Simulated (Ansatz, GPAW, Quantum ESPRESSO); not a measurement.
# Simulated XPS, UPS and emission spectra of Se, part 6 of 7

Aim: the valence spectrum of Se from He I to hard X-rays, and which orbitals make each feature.

Ansatz 0.2.0, Quantum ESPRESSO 7.5 and GPAW 26.7.0; DFT, PBE, plane-wave PAW, default files, scalar-relativistic (the session's first sound run).

So far. Step 4 (With LDA): At this level the gap is 0.92 eV on the path. Step 5 (Quantum ESPRESSO: self-consistent run): At this level the gap is 1.02 eV on the k-mesh of the self-consistent run, which can miss the band edges.

## Step 8: Quantum ESPRESSO: bands

Level of this step: DFT, PBE, plane waves, ultrasoft GBRV pseudopotentials, scalar-relativistic (Quantum ESPRESSO).

The bands are solved at chosen points on the fixed potential.

bands.in

```
&control
  calculation = 'bands'
  prefix = 'pes'
  outdir = './tmp'
  pseudo_dir = './pp'
  verbosity = 'high'
/
&system
  ibrav = 0
  nat = 3
  ntyp = 1
  ecutwfc = 40.0
  ecutrho = 200.0
  occupations = 'smearing'
  nbnd = 19
  smearing = 'fd'
  degauss = 0.00147
/
&electrons
  conv_thr = 3e-09
  mixing_beta = 0.5
  electron_maxstep = 120
  diago_full_acc = .true.
/
ATOMIC_SPECIES
Se 78.9710 se_pbe_v1.uspp.F.UPF
CELL_PARAMETERS angstrom
 4.366200000 0.000000000 0.000000000
 -2.183100000 3.781240118 0.000000000
 0.000000000 0.000000000 4.953600000
ATOMIC_POSITIONS crystal
Se 0.774600000 0.774600000 0.000000000
Se 0.000000000 0.225400000 0.666666667
Se 0.225400000 0.000000000 0.333333333
K_POINTS crystal
93
 0.00000000 0.00000000 0.00000000 1
 0.05000000 0.00000000 0.00000000 1
 0.10000000 0.00000000 0.00000000 1
 0.15000000 0.00000000 0.00000000 1
 0.20000000 0.00000000 0.00000000 1
 0.25000000 0.00000000 0.00000000 1
 ! [... 85 more points ...]
 0.33333300 0.33333300 0.05000000 1
 0.33333300 0.33333300 0.00000000 1
```

Launch:

```console
> OMP_NUM_THREADS=1 mpirun -n 2 pw.x -nk 2 -in bands.in > bands.out
```

The log of the run:

```text
[banner, memory and clock lines left out]
Program PWSCF v.7.5 starts

          URL

     Atomic positions and unit cell read from directory:
     ./tmp/pes.save/

     Message from routine setup:
     using ibrav=0 with symmetry is DISCOURAGED, use correct ibrav instead

     G-vector sticks info

     bravais-lattice index     =            0
     lattice parameter (alat)  =       8.2509  a.u.
     unit-cell volume          =     551.8937 (a.u.)^3
     number of atoms/cell      =            3
     number of atomic types    =            1
     number of electrons       =        18.00
     number of Kohn-Sham states=           19
     kinetic-energy cutoff     =      40.0000  Ry
     charge density cutoff     =     200.0000  Ry
     Exchange-correlation= SLA  PW   PBE  PBE
                           (   1   4   3   4   0   0   0)

     celldm(1)=   8.250922  celldm(2)=   0.000000  celldm(3)=   0.000000
     celldm(4)=   0.000000  celldm(5)=   0.000000  celldm(6)=   0.000000

     crystal axes: (cart. coord. in units of alat)
               a(1) = (   1.000000   0.000000   0.000000 )
               a(2) = (  -0.500000   0.866025   0.000000 )
               a(3) = (   0.000000   0.000000   1.134533 )

     reciprocal axes: (cart. coord. in units 2 pi/alat)
               b(1) = (  1.000000  0.577350 -0.000000 )
               b(2) = (  0.000000  1.154701  0.000000 )
               b(3) = (  0.000000 -0.000000  0.881420 )

     PseudoPot. # 1 for Se read from file:
     ./pp/se_pbe_v1.uspp.F.UPF
     Pseudo is Ultrasoft + core correction, Zval =  6.0
     Generated by new atomic code, or converted to UPF format
     Using radial grid of  877 points,  6 beta functions with:
                l(1) =   0
                l(2) =   0
                l(3) =   1
                l(4) =   1
                l(5) =   2
                l(6) =   2
     Q(r) pseudized with  8 coefficients,  rinner =    1.300   1.300   1.300
                                                       1.300   1.300

     atomic species   valence    mass     pseudopotential
     Se                6.00    78.97100     Se( 1.00)

      6 Sym. Ops. (no inversion) found ( 4 have fractional translation)

                                    s                        frac. trans.

      isym =  1     identity

 cryst.   s( 1) = (     1          0          0      )
                  (     0          1          0      )
                  (     0          0          1      )

 cart.    s( 1) = (  1.0000000  0.0000000  0.0000000 )
                  (  0.0000000  1.0000000  0.0000000 )
                  (  0.0000000  0.0000000  1.0000000 )

      isym =  2     180 deg rotation - cart. axis [1,0,0]

 cryst.   s( 2) = (     1          0          0      )    f =(  0.0000000 )
                  (    -1         -1          0      )       (  0.0000000 )
                  (     0          0         -1      )       (  0.3333333 )

 cart.    s( 2) = (  1.0000000  0.0000000  0.0000000 )    f =(  0.0000000 )
                  (  0.0000000 -1.0000000  0.0000000 )       (  0.0000000 )
                  (  0.0000000  0.0000000 -1.0000000 )       (  0.3781778 )

      isym =  3     120 deg rotation - cryst. axis [0,0,1]

 cryst.   s( 3) = (     0          1          0      )    f =(  0.0000000 )
                  (    -1         -1          0      )       (  0.0000000 )
                  (     0          0          1      )       ( -0.3333333 )

 cart.    s( 3) = ( -0.5000000 -0.8660254  0.0000000 )    f =(  0.0000000 )
                  (  0.8660254 -0.5000000  0.0000000 )       (  0.0000000 )
                  (  0.0000000  0.0000000  1.0000000 )       ( -0.3781778 )

      isym =  4     120 deg rotation - cryst. axis [0,0,-1]

 cryst.   s( 4) = (    -1         -1          0      )    f =(  0.0000000 )
                  (     1          0          0      )       (  0.0000000 )
                  (     0          0          1      )       (  0.3333333 )

 cart.    s( 4) = ( -0.5000000  0.8660254  0.0000000 )    f =(  0.0000000 )
                  ( -0.8660254 -0.5000000  0.0000000 )       (  0.0000000 )
                  (  0.0000000  0.0000000  1.0000000 )       (  0.3781778 )

      isym =  5     180 deg rotation - cryst. axis [0,1,0]

 cryst.   s( 5) = (    -1         -1          0      )    f =(  0.0000000 )
                  (     0          1          0      )       (  0.0000000 )
                  (     0          0         -1      )       ( -0.3333333 )

 cart.    s( 5) = ( -0.5000000 -0.8660254  0.0000000 )    f =(  0.0000000 )
                  ( -0.8660254  0.5000000  0.0000000 )       (  0.0000000 )
                  (  0.0000000  0.0000000 -1.0000000 )       ( -0.3781778 )

      isym =  6     180 deg rotation - cryst. axis [1,1,0]

 cryst.   s( 6) = (     0          1          0      )
                  (     1          0          0      )
                  (     0          0         -1      )

 cart.    s( 6) = ( -0.5000000  0.8660254  0.0000000 )
                  (  0.8660254  0.5000000  0.0000000 )
                  (  0.0000000  0.0000000 -1.0000000 )

   Cartesian axes

     site n.     atom                  positions (alat units)
         1        Se     tau(   1) = (   0.3873000   0.6708233   0.0000000  )
         2        Se     tau(   2) = (  -0.1127000   0.1952021   0.7563556  )
         3        Se     tau(   3) = (   0.2254000   0.0000000   0.3781778  )

   Crystallographic axes

     site n.     atom                  positions (cryst. coord.)
         1        Se     tau(   1) = (  0.7746000  0.7746000  0.0000000  )
         2        Se     tau(   2) = (  0.0000000  0.2254000  0.6666667  )
         3        Se     tau(   3) = (  0.2254000  0.0000000  0.3333333  )

     number of k points=    93  Fermi-Dirac smearing, width (Ry)=  0.0015
                       cart. coord. in units 2pi/alat
        k(    1) = (   0.0000000   0.0000000   0.0000000), wk =   0.0215054
        k(    2) = (   0.0500000   0.0288675   0.0000000), wk =   0.0215054
        k(    3) = (   0.1000000   0.0577350   0.0000000), wk =   0.0215054
        k(    4) = (   0.1500000   0.0866025   0.0000000), wk =   0.0215054
        k(    5) = (   0.2000000   0.1154701   0.0000000), wk =   0.0215054
        k(    6) = (   0.2500000   0.1443376   0.0000000), wk =   0.0215054
        k(    7) = (   0.3000000   0.1732051   0.0000000), wk =   0.0215054
        k(    8) = (   0.3500000   0.2020726   0.0000000), wk =   0.0215054
        k(    9) = (   0.4000000   0.2309401   0.0000000), wk =   0.0215054
        k(   10) = (   0.4500000   0.2598076   0.0000000), wk =   0.0215054
        k(   11) = (   0.5000000   0.2886751   0.0000000), wk =   0.0215054
        k(   12) = (   0.4833333   0.3175426   0.0000000), wk =   0.0215054
        k(   13) = (   0.4666666   0.3464100   0.0000000), wk =   0.0215054
        k(   14) = (   0.4499999   0.3752775   0.0000000), wk =   0.0215054
        k(   15) = (   0.4333332   0.4041450   0.0000000), wk =   0.0215054
        k(   16) = (   0.4166665   0.4330124   0.0000000), wk =   0.0215054
[...]
cryst. coord.
[...]
k(   86) = (   0.3333330   0.3333330   0.3500000), wk =   0.0215054
        k(   87) = (   0.3333330   0.3333330   0.3000000), wk =   0.0215054
        k(   88) = (   0.3333330   0.3333330   0.2500000), wk =   0.0215054
        k(   89) = (   0.3333330   0.3333330   0.2000000), wk =   0.0215054
        k(   90) = (   0.3333330   0.3333330   0.1500000), wk =   0.0215054
        k(   91) = (   0.3333330   0.3333330   0.1000000), wk =   0.0215054
        k(   92) = (   0.3333330   0.3333330   0.0500000), wk =   0.0215054
        k(   93) = (   0.3333330   0.3333330   0.0000000), wk =   0.0215054

     Dense  grid:    26341 G-vectors     FFT dimensions: (  40,  40,  45)

     Smooth grid:    18853 G-vectors     FFT dimensions: (  36,  36,  45)

     Dynamical RAM for                 wfc:       0.68 MB

     Dynamical RAM for     wfc (w. buffer):       0.68 MB

     Dynamical RAM for           str. fact:       0.40 MB

     Dynamical RAM for           local pot:       0.00 MB

     Dynamical RAM for          nlocal pot:       1.94 MB

     Dynamical RAM for                qrad:       1.14 MB

     Dynamical RAM for          rho,v,vnew:       2.85 MB

     Dynamical RAM for           G-vectors:       1.65 MB

     Dynamical RAM for          h,s,v(r/c):       0.07 MB

     Dynamical RAM for          <psi|beta>:       0.02 MB

     Dynamical RAM for                 psi:       1.37 MB

     Dynamical RAM for                hpsi:       1.37 MB

     Dynamical RAM for                spsi:       1.37 MB

     Dynamical RAM for      wfcinit/wfcrot:       1.38 MB

     Dynamical RAM for           addusdens:      38.18 MB

     The potential is recalculated from file :
     ./tmp/pes.save/charge-density

     Starting wfcs are   12 randomized atomic wfcs +    7 random wfcs

     Band Structure Calculation
     Davidson diagonalization with overlap

     Computing kpt #:     1  of    47 on this pool

     Computing kpt #:     2  of    47 on this pool

     Computing kpt #:     3  of    47 on this pool

     Computing kpt #:     4  of    47 on this pool

     Computing kpt #:     5  of    47 on this pool

     Computing kpt #:     6  of    47 on this pool

     Computing kpt #:     7  of    47 on this pool

     Computing kpt #:     8  of    47 on this pool

     Computing kpt #:     9  of    47 on this pool

     Computing kpt #:    10  of    47 on this pool

     Computing kpt #:    11  of    47 on this pool

     Computing kpt #:    12  of    47 on this pool

     Computing kpt #:    13  of    47 on this pool

     Computing kpt #:    14  of    47 on this pool

     Computing kpt #:    15  of    47 on this pool

     Computing kpt #:    16  of    47 on this pool

[...]
Computing kpt #:    40  of    47 on this pool

     Computing kpt #:    41  of    47 on this pool

     Computing kpt #:    42  of    47 on this pool

     Computing kpt #:    43  of    47 on this pool

     Computing kpt #:    44  of    47 on this pool

     Computing kpt #:    45  of    47 on this pool

     Computing kpt #:    46  of    47 on this pool

     Computing kpt #:    47  of    47 on this pool

     ethr =  1.67E-11,  avg # of iterations = 65.4

     End of band structure calculation

          k = 0.0000 0.0000 0.0000 (  2377 PWs)   bands (ev):

   -11.0658  -6.9449  -6.9449   0.9498   0.9498   1.0287   2.7368   2.7368
     4.3734   6.6739   6.6739   6.9562  10.9577  11.2886  11.2886  13.2032
    13.4935  13.5540  13.5540

          k = 0.0500 0.0289 0.0000 (  2375 PWs)   bands (ev):

   -11.0559  -6.9538  -6.9440   0.7962   0.9095   1.1235   2.7415   2.8004
     4.3575   6.6489   6.6686   6.9835  10.9324  11.2836  11.3952  13.1900
    13.4371  13.5495  13.7036

          k = 0.1000 0.0577 0.0000 (  2387 PWs)   bands (ev):

   -11.0266  -6.9804  -6.9412   0.5703   0.8085   1.1922   2.7547   2.9473
     4.3047   6.6001   6.6639   7.0581  10.8941  11.2518  11.6639  13.1402
    13.4304  13.6196  14.0095

          k = 0.1500 0.0866 0.0000 (  2385 PWs)   bands (ev):

   -10.9798  -7.0242  -6.9368   0.3349   0.6801   1.2150   2.7711   3.0905
     4.2107   6.5814   6.6757   7.1755  10.8842  11.1538  12.0228  13.1595
    13.4578  13.8694  14.4362

          k = 0.2000 0.1155 0.0000 (  2384 PWs)   bands (ev):

   -10.9185  -7.0840  -6.9312   0.1198   0.5462   1.2078   2.7754   3.1585
     4.0925   6.6186   6.7131   7.3459  10.9278  10.9832  12.4057  13.3267
    13.5881  14.2601  14.9496

          k = 0.2500 0.1443 0.0000 (  2380 PWs)   bands (ev):

   -10.8471  -7.1565  -6.9249  -0.0577   0.4188   1.1903   2.7360   3.1339
     3.9863   6.6716   6.7918   7.5871  10.7524  11.0698  12.7677  13.6271
    13.8561  14.7575  15.5127

          k = 0.3000 0.1732 0.0000 (  2360 PWs)   bands (ev):

   -10.7717  -7.2359  -6.9184  -0.1905   0.3048   1.1813   2.6089   3.0764
     3.9092   6.7026   6.8980   7.9005  10.5310  11.2931  13.1159  14.0169
    14.2235  15.3213  16.0724

          k = 0.3500 0.2021 0.0000 (  2350 PWs)   bands (ev):

   -10.6997  -7.3142  -6.9124  -0.2797   0.2089   1.1952   2.3986   3.0390
     3.8541   6.7169   6.9930   8.2515  10.3380  11.6019  13.4839  14.4342
    14.6124  15.8579  16.4460

          k = 0.4000 0.2309 0.0000 (  2346 PWs)   bands (ev):

[...]
14.9293  15.9044  16.4141

          k = 0.4500 0.2598 0.0000 (  2354 PWs)   bands (ev):

[...]
15.1431  15.6682  16.4119

          k = 0.5000 0.2887 0.0000 (  2354 PWs)   bands (ev):

[...]
15.1973  15.6172  16.3924

          k = 0.4833 0.3175 0.0000 (  2350 PWs)   bands (ev):

[...]
15.2113  15.6706  16.3781

          k = 0.4667 0.3464 0.0000 (  2348 PWs)   bands (ev):

[...]
15.1624  15.8530  16.3346

          k = 0.4500 0.3753 0.0000 (  2346 PWs)   bands (ev):

[...]
15.0365  16.1173  16.2615

          k = 0.4333 0.4041 0.0000 (  2344 PWs)   bands (ev):

[...]
14.8807  16.1623  16.4053

          k = 0.4167 0.4330 0.0000 (  2348 PWs)   bands (ev):

[...]
14.8267  16.0453  16.6871

[...]
k = 0.3333 0.5773 0.3085 (  2352 PWs)   bands (ev):

[...]
15.4733  16.1486  16.5481

          k = 0.3333 0.5773 0.2644 (  2355 PWs)   bands (ev):

[...]
15.6586  16.2682  16.3598

          k = 0.3333 0.5773 0.2204 (  2349 PWs)   bands (ev):

[...]
15.6804  16.0432  16.2734

          k = 0.3333 0.5773 0.1763 (  2355 PWs)   bands (ev):

[...]
15.5366  15.9770  16.0820

          k = 0.3333 0.5773 0.1322 (  2349 PWs)   bands (ev):

   -10.4207  -7.9187  -6.5993  -0.4904  -0.1688   1.5076   1.8619   2.7660
     3.7140   7.4536   8.0132   8.2669  11.0175  11.9360  12.5515  14.6796
    15.2846  15.8925  16.2058

          k = 0.3333 0.5773 0.0881 (  2355 PWs)   bands (ev):

   -10.4743  -7.6809  -6.7941  -0.4070  -0.1051   1.7673   1.7762   2.4666
     3.4594   7.6134   7.9876   8.3984  10.8331  12.1627  12.5523  14.6191
    14.9979  15.7405  16.6640

          k = 0.3333 0.5773 0.0441 (  2364 PWs)   bands (ev):

   -10.5066  -7.4473  -7.0018  -0.3043  -0.1213   1.8065   1.9975   2.1909
     3.2452   7.7440   7.9316   8.4855  10.7184  12.3644  12.5511  14.5570
    14.7459  15.6432  17.1789

          k = 0.3333 0.5773 0.0000 (  2388 PWs)   bands (ev):

   -10.5174  -7.2202  -7.2202  -0.1995  -0.1995   1.9602   1.9602   2.0928
     3.1521   7.8496   7.8496   8.5160  10.6794  12.4987  12.4987  14.5891
    14.5891  15.6097  17.6200

     XML data file, pseudopotentials, collected wavefunctions

                                        0.00s GPU  (    3208 calls)
```

Wall time 78 s (2 MPI ranks of Arm Neoverse V1, shared host); 2.6 min of CPU time.

This step gave:

* gap on the path: 1.016 eV
* least direct gap on the path: 1.206 eV

The electronic bands at the labelled points (eV, zero at the valence-band maximum; v1 is the highest filled band, c1 the lowest empty one):

| point | v4 | v3 | v2 | v1 | c1 | c2 | c3 | c4 |
| --- | --- | --- | --- | --- | --- | --- | --- | --- |
| Γ | -3.77 | -2.06 | -2.06 | -0.43 | 1.88 | 1.88 | 2.16 | 6.16 |
| M | -3.46 | -2.91 | -1.80 | -1.02 | 1.92 | 2.32 | 4.10 | 5.27 |
| K | -2.84 | -2.84 | -2.71 | -1.65 | 3.05 | 3.05 | 3.72 | 5.88 |
| Γ | -3.77 | -2.06 | -2.06 | -0.43 | 1.88 | 1.88 | 2.16 | 6.16 |
| A | -3.40 | -1.56 | -1.56 | -1.14 | 1.20 | 1.20 | 1.27 | 6.27 |
| L | -4.26 | -1.94 | -1.39 | 0.00 | 1.64 | 2.71 | 2.95 | 6.26 |
| H | -4.96 | -1.00 | -0.23 | -0.23 | 1.02 | 2.71 | 2.71 | 6.65 |
| A | -3.40 | -1.56 | -1.56 | -1.14 | 1.20 | 1.20 | 1.27 | 6.27 |
| jump to L | -4.26 | -1.94 | -1.39 | 0.00 | 1.64 | 2.71 | 2.95 | 6.26 |
| M | -3.46 | -2.91 | -1.80 | -1.02 | 1.92 | 2.32 | 4.10 | 5.27 |
| jump to H | -4.96 | -1.00 | -0.23 | -0.23 | 1.02 | 2.71 | 2.71 | 6.65 |
| K | -2.84 | -2.84 | -2.71 | -1.65 | 3.05 | 3.05 | 3.72 | 5.88 |

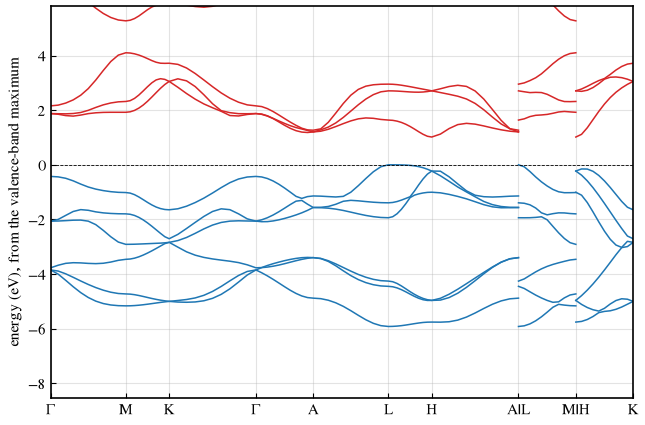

Electronic bands along the path; lines of filled and empty bands in two colours.

On this path the gap is indirect, 1.02 eV, with the valence top at L and the conduction bottom at H. The least direct gap is 1.21 eV.

[end of part 6 of 7]

[Logs are printed without paths, hosts, clocks, repeated set-up lines and the standing remarks that a program may print on its own settings, such as how far it seeks lower states.]

[Hosts, paths, dates, database ids (printed as entryN), source tags and the programs' standing remarks are cut or masked in the printed files.]

[Maps of the electrostatic potential energy from Ansatz leave out the sawtooth potential of an applied field or a dipole correction, so their vacuum need not be flat; work functions include it.]

[Peak lists hold at most the 14 tallest peaks of each spectrum; further lines can be left out.]
